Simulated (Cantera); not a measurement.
Input: 1 mol Si, 7.9 mol H2, 0.00054 mol HCl, at 0.100 bar.

Method: chemical equilibrium by Gibbs-energy minimisation in Cantera with the NASA 1993 tables (ideal gas, pure condensed phases). Candidate condensed phases: Si; 19 gas species. Gases not in the tables: Si2H6 and higher silanes. Rates play no part.

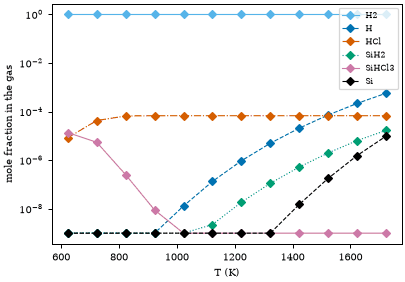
Figure. Equilibrium gas composition (values under 1e-9 drawn at 1e-9)

From 623 K to 1623 K the condensed part is Si(s). At 1723 K the condensed part is Si(l). The main Si-bearing gas is SiHCl3 at 623 K and SiH2 at 1723 K.
